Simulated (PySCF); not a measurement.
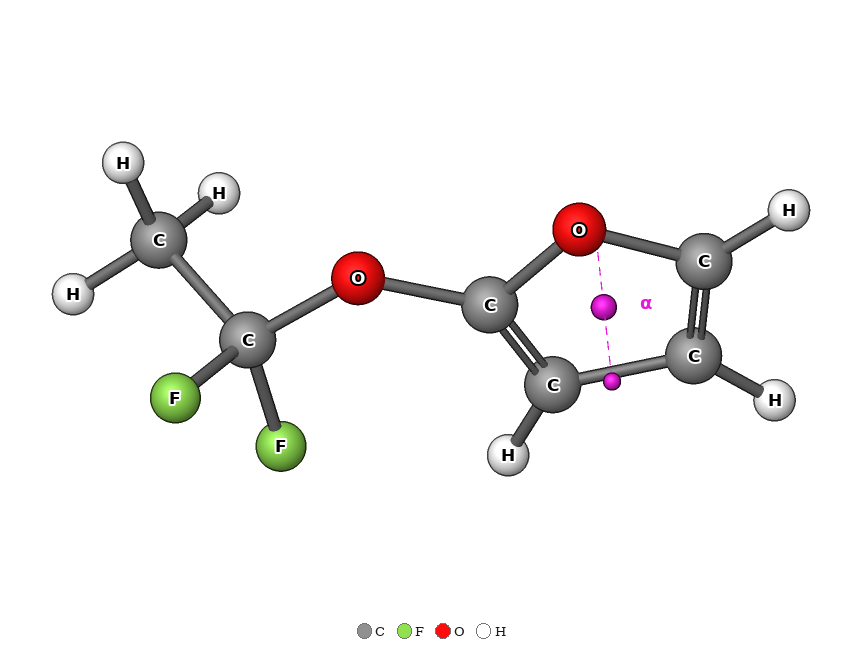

The small points mark where nucleus-independent chemical shifts (NICS) were computed: at the centre of each lettered ring and 1 Å above and below it. Geometry: an image of a reaction path computed with GFN2-xTB, not a minimum. Properties computed with GIAO PBE0/pcSseg-1 NMR shielding, non-relativistic, gas phase (PySCF 2.14.0).

Give NICS(0), NICS(1) and the out-of-plane component NICS(1)zz for each ring (means of the two sides).

```tsv
ring	members	NICS(0)	NICS(1)	NICS(1)zz
α	C4O	−12.8	−9.4	−23.6
```

Values in ppm.

Question. What do the values say about the ring currents?

Answer. Ring α: diatropic, as in an aromatic ring. NICS is one index among several.
